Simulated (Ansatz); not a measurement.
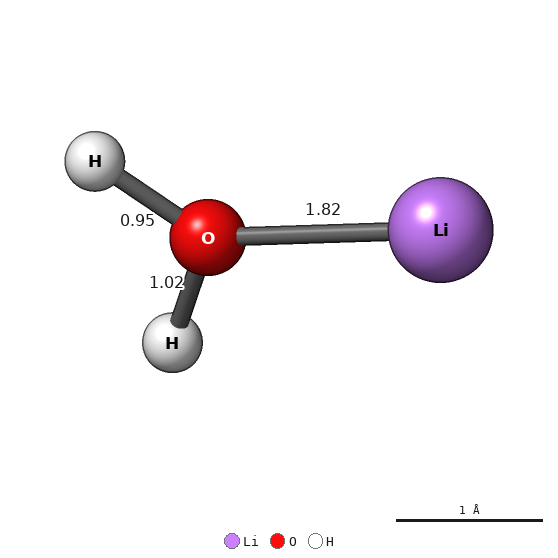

Charge +1, singlet. Geometry: a fixed input geometry, not necessarily a minimum. Basis: cc-pVTZ. Computed at fixed atoms with Ansatz. R, U and RO name restricted, unrestricted and restricted open-shell orbitals; core potentials come with def2 and Stuttgart sets past Kr, some runs use density fitting (about 1 meV), and each entry rests on the lowest determinant that the runs found.

```xyz
4
charge 1, multiplicity 1
Li    0.0398   -0.0278   -1.5007
O    -0.0384    0.0300    0.3175
H     0.0326    0.7901    0.8875
H    -0.0280   -0.8049    0.8990
```

Give total energies (hartree) and correlation energies for R-MP2 (1 frozen); RHF.

```tsv
method	energy (Eh)	correlation (mEh)
RHF	-83.3477	–
R-MP2 (1 frozen)	-83.6220	-274.3
```
